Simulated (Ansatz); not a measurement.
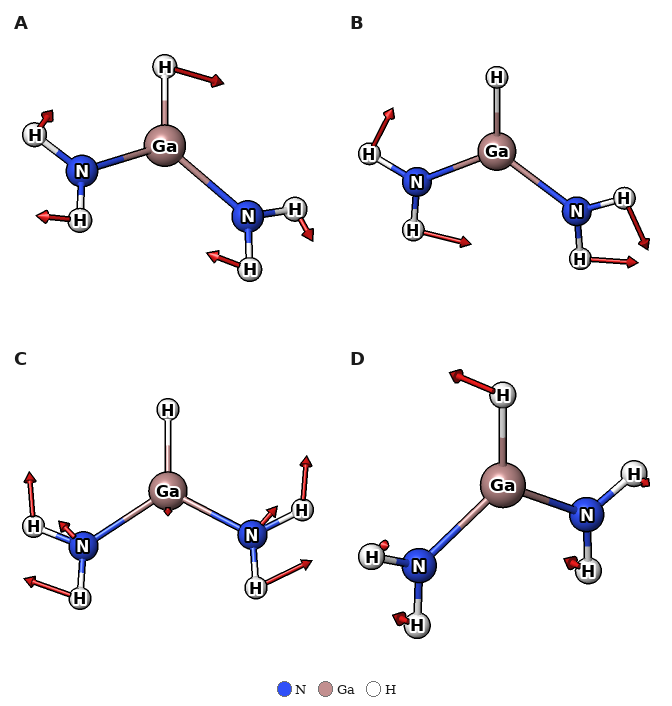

4 normal modes of one molecule or complex, as arrows. Harmonic vibrations computed with RKS PBE0-D4/def2-TZVP (Ansatz 0.2.0) at a stationary point of the same level.

Match the panels to the wavenumbers 179 cm⁻¹, 550 cm⁻¹, 744 cm⁻¹, 1558 cm⁻¹.

Answer. A: 744 cm⁻¹, angle bending
B: 1558 cm⁻¹, angle bending
C: 179 cm⁻¹
D: 550 cm⁻¹
